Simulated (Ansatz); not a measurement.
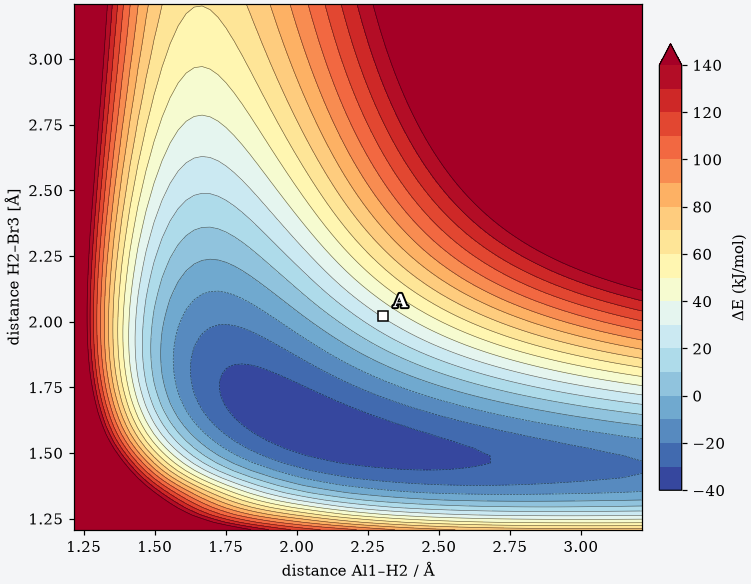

The system Al + HBr, spin multiplicity 2. The first coordinate is: distance Al1–H2; the second: distance H2–Br3. Nothing is relaxed (the angle Al1–H2–Br3 is fixed at 180 degrees). The grid has 17 × 17 points. Points are written as (first, second). Energies: kJ/mol, counted from Al far from the relaxed HBr (each part in its own basis). Computed with Ansatz 0.2.0, UKS PBE0-D4/def2-SVPD.

In the figure: filled contours, one colour for all values above the top of the scale, the point A. Between grid points the surface is interpolated.

**Is A at rest? If not, where is it pushed?**

A, at (2.302 Å, 2.020 Å), is not a stationary point. The computed force is 116 kJ/mol for each Å towards smaller values of distance Al1–H2 and 166 kJ/mol for each Å towards smaller values of distance H2–Br3.
